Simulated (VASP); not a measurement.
**2H-WS2 monolayer and its bilayer**

What are the lattice, gap and band positions of 2H-WS2 monolayer, and what does a second sheet change?

Method: r2SCAN with rVV10, no spin polarisation; plane waves and PAW (W, S), in the first sound run; inputs show where later runs differ, in VASP 6.6.1.

### Step 1. The starting structure

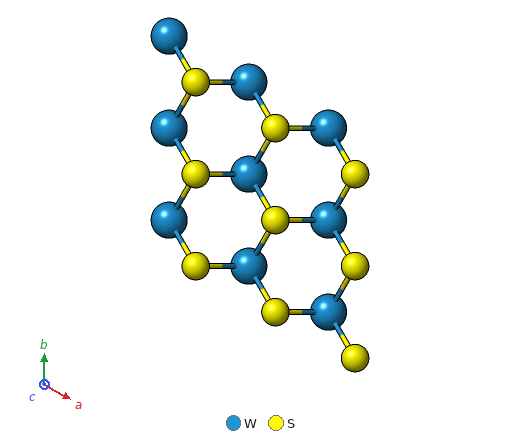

The cell as given, from above (tungsten blue, sulfur yellow). 3×3×1 cells are drawn.

The cell holds 3 atoms: 1 W and 2 S. Its edges and angles: a = 3.180 Å, b = 3.180 Å, c = 22.000 Å, α = 90.0°, β = 90.0°, γ = 120.0°. Vacuum lies along c.

### Step 2. Relaxing the monolayer

The sheet's cell relaxes in its plane with the atoms, while the vacuum is kept.

The input, INCAR:

```
SYSTEM = WS2
PREC = Normal
ENCUT = 350
EDIFF = 1E-06
NELM = 120
ISMEAR = 0
SIGMA = 0.03
LREAL = .FALSE.
ALGO = Normal
METAGGA = R2SCAN
LUSE_VDW = .TRUE.
IVDW_NL = 2
BPARAM = 11.95
CPARAM = 0.0093
LASPH = .TRUE.
NBANDS = 15
LORBIT = 11
LWAVE = .FALSE.
LCHARG = .FALSE.
KPAR = 4
IBRION = 2
NSW = 50
ISIF = 3
EDIFFG = -0.015
POTIM = 0.4
IDIPOL = 3
LDIPOL = .TRUE.
DIPOL = 0.5 0.5 0.5
LATTICE_CONSTRAINTS = .TRUE. .TRUE. .FALSE.
```

The input, POSCAR:

```
WS2
1.0
    3.1800000000      0.0000000000      0.0000000000
   -1.5900000000      2.7539607840      0.0000000000
    0.0000000000      0.0000000000     22.0000000000
W S
1 2
Direct
    0.3333333333      0.6666666667      0.5000000000
    0.6666666667      0.3333333333      0.4288636364
    0.6666666667      0.3333333333      0.5711363636
```

The input, KPOINTS:

```
Automatic mesh
0
Gamma
12 12 1
0 0 0
```

The projector-augmented-wave data sets are W and S (PBE family, release 64).

The run is started by

```console
$ mpirun -np 4 vasp_std
```

The program printed:

```text
[banner, memory and clock lines left out]
running    4 mpi-ranks, on    1 nodes
 distrk:  each k-point on    1 cores,    4 groups
 distr:  one band on    1 cores,    1 groups

 POSCAR found type information on POSCAR W S
 POSCAR found :  2 types and       3 ions
|                                                                             |
|               ----> ADVICE to this user running VASP <----                  |
|                                                                             |
|     You have switched on vdW-DFT.                                           |
|     This routine was written and supplied by Jiri Klimes. We recommend      |
|     that you carefully read and cite the following publications:            |
|       J. Klimes, D.R. Bowler, A. Michelides                                 |
|          J. Phys.: Cond Matt. 22 022201 (2010)                              |
|       J. Klimes, D.R. Bowler, A. Michelides                                 |
|          Phys. Rev. B. 83, 195131 (2011)                                    |
|     and references therein.                                                 |
|                                                                             |

|                                                                             |
|               ----> ADVICE to this user running VASP <----                  |
|                                                                             |
|     You enforced a specific xc type in the INCAR file but a different       |
|     [... a line on the potential file left out ...]
|     I HOPE YOU KNOW WHAT YOU ARE DOING!                                     |
|                                                                             |

 LDA part: xc-table for (None), standard interpolation
 POSCAR, INCAR and KPOINTS ok, starting setup
 FFT: planning ... GRIDC
 FFT: planning ... GRID_SOFT
 FFT: planning ... GRID
 WAVECAR not read
 entering main loop
       N       E                     dE             d eps       ncg     rms          rms(c)
Total rVV10 correction in eV:      0.5126732    23.6031899
Total rVV10 correction in eV:      0.5126732    23.6031899
Total rVV10 correction in eV:      0.5126732    23.6031899
Total rVV10 correction in eV:      0.5126732    23.6031899
DAV:   1     0.609480915997E+02    0.60948E+02   -0.52137E+03   578   0.652E+02
DAV:   2    -0.607716549326E+02   -0.12172E+03   -0.11537E+03   911   0.163E+02
DAV:   3    -0.728309155613E+02   -0.12059E+02   -0.11954E+02   815   0.615E+01
DAV:   4    -0.730433988845E+02   -0.21248E+00   -0.21143E+00   696   0.980E+00
DAV:   5    -0.730492979864E+02   -0.58991E-02   -0.58978E-02   788   0.154E+00    0.262E+01
Total rVV10 correction in eV:      0.5143761    23.6042413
Total rVV10 correction in eV:      0.5143761    23.6042413
Total rVV10 correction in eV:      0.5143761    23.6042413
Total rVV10 correction in eV:      0.5143761    23.6042413
DAV:   6    -0.697227447977E+02    0.33266E+01   -0.37556E+00   773   0.142E+01    0.132E+01
Total rVV10 correction in eV:      0.5090381    23.6052992
Total rVV10 correction in eV:      0.5090381    23.6052992
Total rVV10 correction in eV:      0.5090381    23.6052992
Total rVV10 correction in eV:      0.5090381    23.6052992
DAV:   7    -0.696722347393E+02    0.50510E-01   -0.10846E+00   759   0.915E+00    0.678E+00
Total rVV10 correction in eV:      0.5111112    23.6052641
Total rVV10 correction in eV:      0.5111112    23.6052641
Total rVV10 correction in eV:      0.5111112    23.6052641
Total rVV10 correction in eV:      0.5111112    23.6052641
DAV:   8    -0.696076285135E+02    0.64606E-01   -0.19541E-01   773   0.369E+00    0.539E-01
Total rVV10 correction in eV:      0.5129593    23.6049990
Total rVV10 correction in eV:      0.5129593    23.6049990
Total rVV10 correction in eV:      0.5129593    23.6049990
Total rVV10 correction in eV:      0.5129593    23.6049990
DAV:   9    -0.696092836523E+02   -0.16551E-02   -0.25066E-02   745   0.122E+00    0.442E-01
Total rVV10 correction in eV:      0.5143742    23.6048733
Total rVV10 correction in eV:      0.5143742    23.6048733
Total rVV10 correction in eV:      0.5143742    23.6048733
Total rVV10 correction in eV:      0.5143742    23.6048733
DAV:  10    -0.696100691220E+02   -0.78547E-03   -0.63166E-03   718   0.526E-01    0.232E-01
Total rVV10 correction in eV:      0.5147337    23.6047760
Total rVV10 correction in eV:      0.5147337    23.6047760
Total rVV10 correction in eV:      0.5147337    23.6047760
Total rVV10 correction in eV:      0.5147337    23.6047760
DAV:  11    -0.696104654492E+02   -0.39633E-03   -0.39457E-04   773   0.148E-01    0.222E-01
Total rVV10 correction in eV:      0.5160205    23.6044685
Total rVV10 correction in eV:      0.5160205    23.6044685
Total rVV10 correction in eV:      0.5160205    23.6044685
Total rVV10 correction in eV:      0.5160205    23.6044685
DAV:  12    -0.696114196468E+02   -0.95420E-03   -0.50210E-04   682   0.157E-01    0.855E-02
Total rVV10 correction in eV:      0.5160044    23.6044116
Total rVV10 correction in eV:      0.5160044    23.6044116
Total rVV10 correction in eV:      0.5160044    23.6044116
Total rVV10 correction in eV:      0.5160044    23.6044116
DAV:  13    -0.696114221047E+02   -0.24579E-05   -0.67107E-05   745   0.579E-02    0.261E-02
Total rVV10 correction in eV:      0.5169725    23.6038945
Total rVV10 correction in eV:      0.5169725    23.6038945
Total rVV10 correction in eV:      0.5169725    23.6038945
Total rVV10 correction in eV:      0.5169725    23.6038945
DAV:  14    -0.696120317264E+02   -0.60962E-03   -0.34243E-04   647   0.111E-01    0.489E-02
Total rVV10 correction in eV:      0.5171804    23.6037141
Total rVV10 correction in eV:      0.5171804    23.6037141
Total rVV10 correction in eV:      0.5171804    23.6037141
Total rVV10 correction in eV:      0.5171804    23.6037141
DAV:  15    -0.696121700805E+02   -0.13835E-03   -0.23972E-05   703   0.349E-02    0.359E-02
Total rVV10 correction in eV:      0.5173858    23.6034906
Total rVV10 correction in eV:      0.5173858    23.6034906
Total rVV10 correction in eV:      0.5173858    23.6034906
Total rVV10 correction in eV:      0.5173858    23.6034906
DAV:  16    -0.696123333566E+02   -0.16328E-03   -0.37307E-05   612   0.391E-02    0.119E-02
Total rVV10 correction in eV:      0.5174977    23.6033080
Total rVV10 correction in eV:      0.5174977    23.6033080
Total rVV10 correction in eV:      0.5174977    23.6033080
Total rVV10 correction in eV:      0.5174977    23.6033080
DAV:  17    -0.696124516986E+02   -0.11834E-03   -0.52510E-05   682   0.407E-02    0.876E-03
Total rVV10 correction in eV:      0.5175154    23.6032416
[...]
Total rVV10 correction in eV:      0.5127857    23.6032988
Total rVV10 correction in eV:      0.5127857    23.6032988
Total rVV10 correction in eV:      0.5127857    23.6032988
Total rVV10 correction in eV:      0.5127857    23.6032988
DAV:   5    -0.696128890621E+02   -0.33532E-04   -0.20387E-04   739   0.116E-01    0.191E-01
Total rVV10 correction in eV:      0.5127794    23.6032852
Total rVV10 correction in eV:      0.5127794    23.6032852
Total rVV10 correction in eV:      0.5127794    23.6032852
Total rVV10 correction in eV:      0.5127794    23.6032852
DAV:   6    -0.696129034983E+02   -0.14436E-04   -0.22484E-05   703   0.420E-02    0.125E-01
Total rVV10 correction in eV:      0.5127697    23.6032609
Total rVV10 correction in eV:      0.5127697    23.6032609
Total rVV10 correction in eV:      0.5127697    23.6032609
Total rVV10 correction in eV:      0.5127697    23.6032609
DAV:   7    -0.696129276864E+02   -0.24188E-04   -0.26028E-05   682   0.333E-02    0.362E-02
Total rVV10 correction in eV:      0.5127762    23.6032529
Total rVV10 correction in eV:      0.5127762    23.6032529
Total rVV10 correction in eV:      0.5127762    23.6032529
Total rVV10 correction in eV:      0.5127762    23.6032529
DAV:   8    -0.696129342550E+02   -0.65685E-05   -0.15808E-06   680   0.101E-02    0.186E-02
Total rVV10 correction in eV:      0.5127858    23.6032413
Total rVV10 correction in eV:      0.5127858    23.6032413
Total rVV10 correction in eV:      0.5127858    23.6032413
Total rVV10 correction in eV:      0.5127858    23.6032413
DAV:   9    -0.696129400998E+02   -0.58448E-05   -0.50501E-07   544   0.602E-03    0.508E-03
Total rVV10 correction in eV:      0.5127880    23.6032322
Total rVV10 correction in eV:      0.5127880    23.6032322
Total rVV10 correction in eV:      0.5127880    23.6032322
Total rVV10 correction in eV:      0.5127880    23.6032322
DAV:  10    -0.696129458295E+02   -0.57297E-05   -0.34425E-07   579   0.476E-03    0.321E-03
Total rVV10 correction in eV:      0.5127994    23.6032117
Total rVV10 correction in eV:      0.5127994    23.6032117
Total rVV10 correction in eV:      0.5127994    23.6032117
Total rVV10 correction in eV:      0.5127994    23.6032117
DAV:  11    -0.696129539035E+02   -0.80740E-05   -0.85524E-07   612   0.650E-03    0.317E-03
Total rVV10 correction in eV:      0.5128026    23.6032027
Total rVV10 correction in eV:      0.5128026    23.6032027
Total rVV10 correction in eV:      0.5128026    23.6032027
Total rVV10 correction in eV:      0.5128026    23.6032027
DAV:  12    -0.696129597799E+02   -0.58764E-05   -0.37225E-07   600   0.535E-03    0.277E-03
Total rVV10 correction in eV:      0.5128054    23.6031952
Total rVV10 correction in eV:      0.5128054    23.6031952
Total rVV10 correction in eV:      0.5128054    23.6031952
Total rVV10 correction in eV:      0.5128054    23.6031952
DAV:  13    -0.696129601921E+02   -0.41217E-06   -0.31979E-07   580   0.400E-03
Total rVV10 correction in eV:      0.5128047    23.6031896
Total rVV10 correction in eV:      0.5128047    23.6031896
Total rVV10 correction in eV:      0.5128047    23.6031896
Total rVV10 correction in eV:      0.5128047    23.6031896
Total rVV10 correction in eV:      0.5128053    23.6031932
Total rVV10 correction in eV:      0.5128053    23.6031932
Total rVV10 correction in eV:      0.5128053    23.6031932
Total rVV10 correction in eV:      0.5128053    23.6031932
   2 F= -.69612960E+02 E0= -.69612960E+02  d E =-.441509E-03
 trial-energy change:   -0.000442  1 .order   -0.000224   -0.014371    0.013924
 step:   0.5194(harm=  0.5079)  dis= 0.00335  next Energy=   -69.616282 (dE=-0.376E-02)
 bond charge predicted
       N       E                     dE             d eps       ncg     rms          rms(c)
Total rVV10 correction in eV:      0.5133580    23.6031927
Total rVV10 correction in eV:      0.5133580    23.6031927
Total rVV10 correction in eV:      0.5133580    23.6031927
Total rVV10 correction in eV:      0.5133580    23.6031927
DAV:   1    -0.696184953888E+02   -0.55356E-02   -0.15013E-01   598   0.248E+00    0.545E-01
Total rVV10 correction in eV:      0.5143142    23.6032043
Total rVV10 correction in eV:      0.5143142    23.6032043
Total rVV10 correction in eV:      0.5143142    23.6032043
Total rVV10 correction in eV:      0.5143142    23.6032043
DAV:   2    -0.696170475067E+02    0.14479E-02   -0.92211E-03   766   0.853E-01    0.586E-01
Total rVV10 correction in eV:      0.5144282    23.6031976
Total rVV10 correction in eV:      0.5144282    23.6031976
Total rVV10 correction in eV:      0.5144282    23.6031976
Total rVV10 correction in eV:      0.5144282    23.6031976
DAV:   3    -0.696168061308E+02    0.24138E-03   -0.56869E-04   661   0.184E-01    0.457E-01
Total rVV10 correction in eV:      0.5149849    23.6031910
Total rVV10 correction in eV:      0.5149849    23.6031910
Total rVV10 correction in eV:      0.5149849    23.6031910
Total rVV10 correction in eV:      0.5149849    23.6031910
DAV:   4    -0.696163180835E+02    0.48805E-03   -0.97697E-04   703   0.195E-01    0.103E-01
Total rVV10 correction in eV:      0.5150708    23.6031964
Total rVV10 correction in eV:      0.5150708    23.6031964
Total rVV10 correction in eV:      0.5150708    23.6031964
Total rVV10 correction in eV:      0.5150708    23.6031964
DAV:   5    -0.696163038772E+02    0.14206E-04   -0.47181E-05   620   0.526E-02    0.937E-02
Total rVV10 correction in eV:      0.5150741    23.6032006
Total rVV10 correction in eV:      0.5150741    23.6032006
Total rVV10 correction in eV:      0.5150741    23.6032006
Total rVV10 correction in eV:      0.5150741    23.6032006
DAV:   6    -0.696162981311E+02    0.57460E-05   -0.52235E-06   787   0.204E-02    0.580E-02
Total rVV10 correction in eV:      0.5150762    23.6032068
Total rVV10 correction in eV:      0.5150762    23.6032068
Total rVV10 correction in eV:      0.5150762    23.6032068
Total rVV10 correction in eV:      0.5150762    23.6032068
DAV:   7    -0.696162878308E+02    0.10300E-04   -0.54550E-06   696   0.165E-02    0.178E-02
Total rVV10 correction in eV:      0.5150712    23.6032074
Total rVV10 correction in eV:      0.5150712    23.6032074
Total rVV10 correction in eV:      0.5150712    23.6032074
Total rVV10 correction in eV:      0.5150712    23.6032074
DAV:   8    -0.696162889899E+02   -0.11591E-05   -0.40412E-07   579   0.559E-03    0.692E-03
Total rVV10 correction in eV:      0.5150696    23.6032060
Total rVV10 correction in eV:      0.5150696    23.6032060
Total rVV10 correction in eV:      0.5150696    23.6032060
Total rVV10 correction in eV:      0.5150696    23.6032060
DAV:   9    -0.696162905055E+02   -0.15156E-05   -0.21576E-07   586   0.404E-03    0.259E-03
Total rVV10 correction in eV:      0.5150680    23.6032034
Total rVV10 correction in eV:      0.5150680    23.6032034
Total rVV10 correction in eV:      0.5150680    23.6032034
Total rVV10 correction in eV:      0.5150680    23.6032034
DAV:  10    -0.696162926565E+02   -0.21509E-05   -0.18531E-07   607   0.390E-03    0.103E-03
Total rVV10 correction in eV:      0.5150675    23.6032013
Total rVV10 correction in eV:      0.5150675    23.6032013
Total rVV10 correction in eV:      0.5150675    23.6032013
Total rVV10 correction in eV:      0.5150675    23.6032013
DAV:  11    -0.696162934751E+02   -0.81866E-06   -0.94563E-08   607   0.290E-03
Total rVV10 correction in eV:      0.5150629    23.6031900
Total rVV10 correction in eV:      0.5150629    23.6031900
Total rVV10 correction in eV:      0.5150629    23.6031900
Total rVV10 correction in eV:      0.5150629    23.6031900
Total rVV10 correction in eV:      0.5150639    23.6031950
Total rVV10 correction in eV:      0.5150639    23.6031950
Total rVV10 correction in eV:      0.5150639    23.6031950
Total rVV10 correction in eV:      0.5150639    23.6031950
   3 F= -.69616293E+02 E0= -.69616293E+02  d E =-.377479E-02
 curvature:  -0.25 expect dE=-0.237E-05 dE for cont linesearch -0.195E-06
 trial: gam= 0.00796 g(F)=  0.922E-05 g(S)=  0.105E-06 ort =-0.105E-03 (trialstep = 0.904E+00)
 search vector abs. value=  0.857E-05
 reached required accuracy - stopping structural energy minimisation
```

The job ended after 3.8 min (4 MPI ranks of Intel Xeon Platinum 8488C (Sapphire Rapids), shared host; peak memory 1.2 GiB; 15 min of CPU time).

Lines that name or quote the potential files are left out of all logs, and their timing lines are given in words.

(Part 1 of 9 ends here.)

[Lines on the potential files, build, host, timing and source positions are cut from VASP's logs without a mark.]

[Logs are printed without paths, hosts, clocks, repeated set-up lines and the standing remarks that a program may print on its own settings, such as how far it seeks lower states.]

[Hosts, paths, dates, database ids (printed as entryN), source tags and the programs' standing remarks are cut or masked in the printed files.]

[Runs that stopped without an error message from VASP are left out.]
